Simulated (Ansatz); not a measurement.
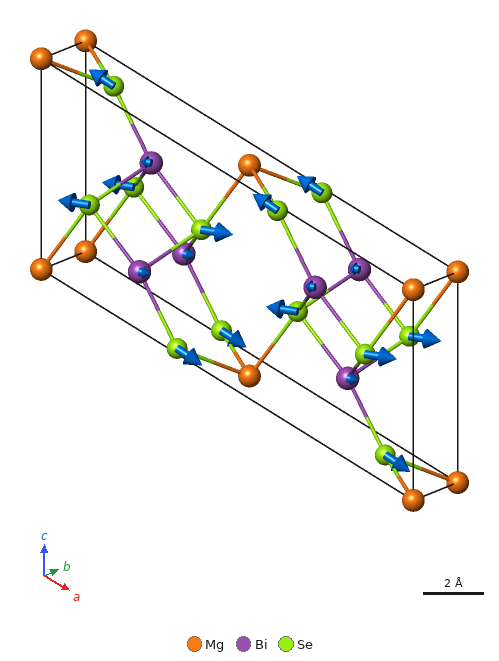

A relaxation of a crystal of MgBi2Se4 (built on the TiCr2S4-12 type type). The starting structure is drawn; blue arrows show the displacements (the part carried along by the change of the cell is left out), 5 times their true length.

A ball-and-stick model of the conventional cell (2 times the calculation's cell), seen slightly off an axis. Lengths and directions refer to the drawn axes.

Method: DFT, PBEsol, plane waves, PAW in Ansatz 0.2.0.

Input
```yaml
crystal:
  lattice:
    - [7.65401218, -2.03944046, 0.0]
    - [7.65401218, 2.03944046, 0.0]
    - [-3.3616276, 0.0, 6.39892941]
  atoms:
    - { symbol: Mg, position: [0.0, 0.0, 0.0] }
    - { symbol: Bi, position: [0.26392389, 0.26392389, 0.27820199] }
    - { symbol: Bi, position: [0.73607611, 0.73607611, 0.72179801] }
    - { symbol: Se, position: [0.36491322, 0.36491322, 0.02494728] }
    - { symbol: Se, position: [0.63508678, 0.63508678, 0.97505272] }
    - { symbol: Se, position: [0.12924403, 0.12924403, 0.44740327] }
    - { symbol: Se, position: [0.87075597, 0.87075597, 0.55259673] }
kpoints:
  mp_grid: { grid: [6, 6, 4] }
hamiltonian:
  xc: pbesol
scf:
  occupations: { method: fermi_dirac, width: 0.03 }
relax:
  f_tol: 0.01
  cell: {}
  max_steps: 120
output:
  write_density: true
  write_potential: true
  elf: true
  volumetric_format: npy
```

Command:
```bash
ansatz run input.yaml --threads 4 --pin off --max-ram 4608MiB --backend cpu --events-out ev --progress --plain --runs-dir out
```

Question: Which element moves most?

Answer: Selenium: up to 0.23 Å, against 0.08 Å for bismuth.

Question: Describe the change and its energy.

Answer: The energy falls by 72.7 meV per atom in 7 accepted moves (9 points after the start). The largest force component goes from 1.3 to 0.0062 eV/Å. The pressure goes from 0.92 to 0.00 GPa. The line search rejected the trial step at point 6 of the run. At 1 point the geometry stayed and the basis and grid were re-selected for the new cell (energy shift of 0.2 meV per atom at most each time). The largest moves relative to the cell, 0.23 Å, are those of Se6 and Se7. Se7 goes roughly along [1 0 1]. Largest moves by element: Se 0.23 Å, Bi 0.08 Å. Mg stays in place. The drawn cell changes as follows: a 15.308 → 14.577 Å (−4.8 %), b 4.079 → 4.053 Å (−0.6 %), c 7.228 → 7.160 Å (−0.9 %), β 117.7° → 117.1°; the volume changes by −5.7 %. Some distances before and after: Mg1–Se4 2.969 → 2.741 Å, Mg1–Se6 2.902 → 2.769 Å, Bi2–Se6 2.845 → 2.960 Å, Bi2–Se5 2.972 → 3.050 Å. Bond angles that change, for instance: Se4–Mg1–Se5 93.2° → 84.6°, Mg1–Se4–Mg1 86.8° → 95.4°, Se4–Mg1–Se4 86.8° → 95.4°. The space group stays C2/m (No. 12). Cost: 47 s on 4 threads of Intel(R) Xeon(R) 6975P-C (Granite Rapids) (shared host), peak memory 1 GiB.
